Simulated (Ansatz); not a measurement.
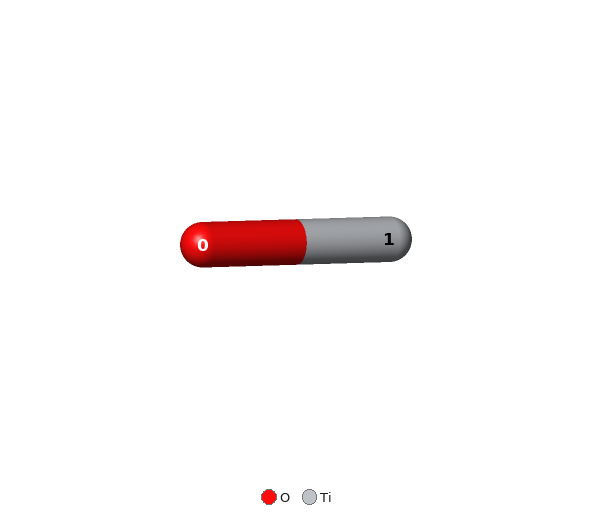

Starting geometry of the run. Atoms are numbered from 0, in the order of the input.

Input file:

```yaml
crystal:
  periodic: [false, false, false]
  atoms:
    - {symbol: O, position_ang: [0.674534, -0.224499, 0.345877]}
    - {symbol: Ti, position_ang: [-0.674534, 0.224499, -0.345877]}
basis:
  gaussian: {orbitals: def2-TZVPP, final_grid: {core_spheres: 5, valence_spheres: 4, degree: 11}}
hamiltonian: {xc: {name: r2SCAN}, pseudopotentials: {relativity: scalar}}
output: {forces: true}
```

It was started with:

```sh
ansatz run in.yaml --threads 2 --pin off --events-out ev --progress --plain --max-ram 32768MiB --backend cpu
```

Output:

```
Functional definition: r2SCAN
  name "r2SCAN"
  cite "Furness, Kaplan, Ning, Perdew & Sun, J. Phys. Chem. Lett. 11, 8208 (2020) doi:10.1021/acs.jpclett.0c02405"
  cite "Furness, Kaplan, Ning, Perdew & Sun, J. Phys. Chem. Lett. 11, 9248 (2020) doi:10.1021/acs.jpclett.0c03077"
  parent r2scan
  parameter k0 = 0.174
  parameter k1 = 0.065
  parameter a1 = 4.9479
  exchange = r2scan_x(k0 = k0, k1 = k1, a1 = a1)
  correlation = r2scan_c
583 factors; their error is unknown
mean field evaluation 1: about -25249.7731 eV, gradient 7.5e1 eV
mean field evaluation 2: about -25020.5730 eV, gradient 2.0e2 eV
mean field evaluation 4: about -25249.3628 eV, gradient 8.5e1 eV
mean field evaluation 8: about -25261.3817 eV, gradient 3.0e-1 eV
mean field evaluation 16: about -25261.3997 eV, gradient 1.7e-5 eV
mean field evaluation 32: about -25260.1489 eV, gradient 4.1e-3 eV
mean field evaluation 64: about -25260.8785 eV, gradient 1.6e1 eV
mean field -25261.39974879 eV, -928.3393179762 hartree, gradient 1.7e-5 eV, S^2 0.000000; 7 other end points of the search recorded, 0 dependent functions left out
the calculation of the forces begins
reference -25261.39976327 eV, -928.3393185084 hartree; 15, 15 occupied and 80, 80 virtual orbitals, 583 factors
Total energy: -25261.39976327 eV, -928.3393185084 hartree
Relativity: scalar
Atom 0 at     0.674534    -0.224499     0.345877 Å, force     0.250293    -0.083303     0.128341 eV/Å
Atom 1 at    -0.674534     0.224499    -0.345877 Å, force    -0.250293     0.083303    -0.128341 eV/Å
Dipole moment:    -0.405715     0.135031    -0.208036 e Å
```

The run converged.

The singlet of OTi was imposed, and no run here tests it against higher spins, which may well lie lower.
